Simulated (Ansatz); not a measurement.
**Ligand exchange: CH5N + SiH3(GeH3) → SiH3(CH3) + GeH3(NH2)**

Species: CH5N (methylamine) `CN`, singlet; SiH3(GeH3), singlet; SiH3(CH3) (methylsilane), singlet; GeH3(NH2), singlet. The partners trade NH2 for SiH3: C–NH2 and Ge–SiH3 bonds give way to C–SiH3 and Ge–NH2.

Shapes, held fixed at every level: PBE0-D4/def2-TZVP. Programs: Ansatz 0.2.0. The zero-point and thermal change to 298 K, harmonic and unscaled (PBE0-D4/def2-TZVP), is -5.6 kJ/mol.

| level | kind | ΔH(298 K) (kJ/mol) | less CCSD(T)/def2-TZVPP |
| --- | --- | --- | --- |
| HF/def2-SVP | Hartree–Fock | -61.4 | +7.0 |
| HF/def2-TZVPP | Hartree–Fock | -72.5 | -4.1 |
| r2SCAN-D4/def2-TZVPP | meta-GGA | -64.2 | +4.2 |
| B2PLYP/def2-TZVPP | double hybrid | -68.7 | -0.3 |
| MP2/def2-SVP | perturbation theory | -66.5 | +1.9 |
| CCSD/def2-SVP | coupled cluster or CI | -56.8 | +11.6 |
| CCSD(T)/def2-TZVPP | coupled cluster or CI | -68.4 | 0.0 |

The highest level, CCSD(T)/def2-TZVPP, gives ΔH(298 K) = -68.4 kJ/mol; the levels span -72.5 to -56.8. The column of differences is taken from that level and isn't an error. No measured value is set beside it here. Relativity is left out for Ge. Outer-core shells of Ge are correlated, in sets that cover them unevenly.

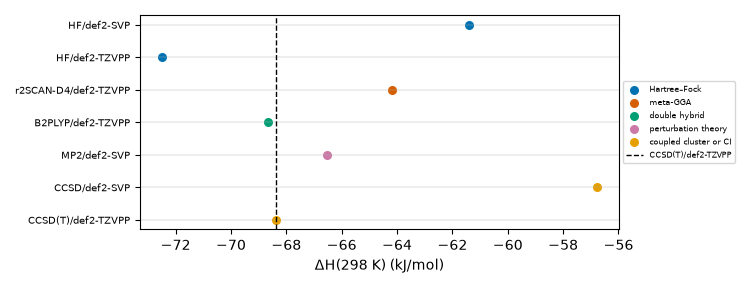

The values of the table, level by level.
